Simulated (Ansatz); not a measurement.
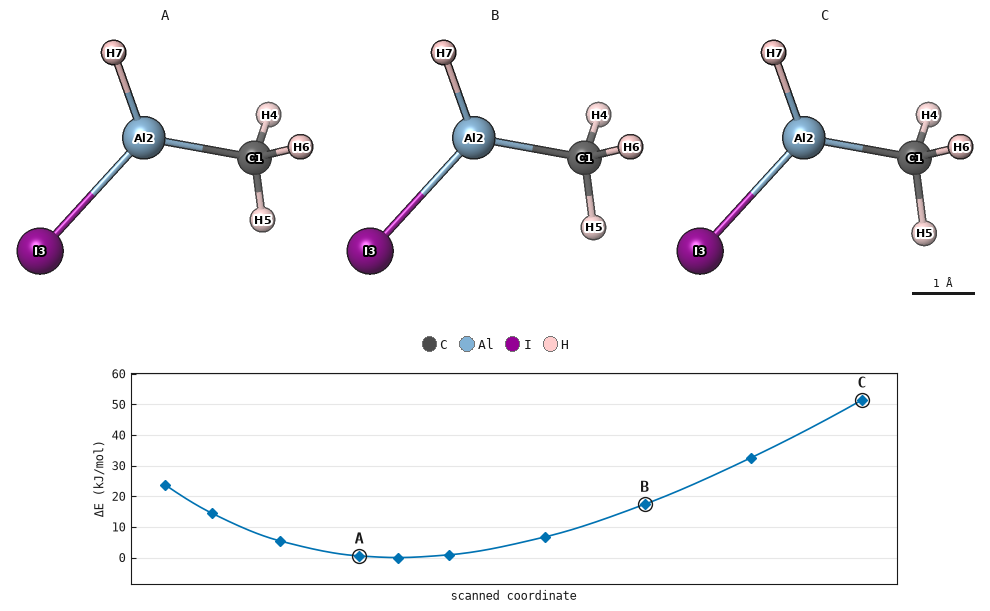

Frames of a one-coordinate scan of CH₄AlI. A ball-and-stick model, seen from a free direction.

Level of theory: CCSD(T) (def2-TZVPP, Ansatz), on geometries moved rigidly from the minimum at PBE0-D4/def2-TZVP. Coupled cluster with a frozen core. Elements past krypton carry the basis set's effective core potentials. Energies are counted from the PBE0-D4/def2-TZVP minimum geometry at the same level.

**Which coordinate changes from frame to frame?**

The C1–H5 distance is varied, with the rest of the molecule carried along rigidly. In the frames the distance is 1.073 Å (A), 1.207 Å (B), 1.309 Å (C). The lowest computed point lies at the distance 1.091 Å (0.0 kJ/mol). The end points stand at 23.7 kJ/mol (0.982 Å) and 51.4 kJ/mol (1.309 Å). The curvature at the lowest point is about 34 eV/Å² (5.4 mdyn/Å). The well is steeper on the short side, as for any bond.
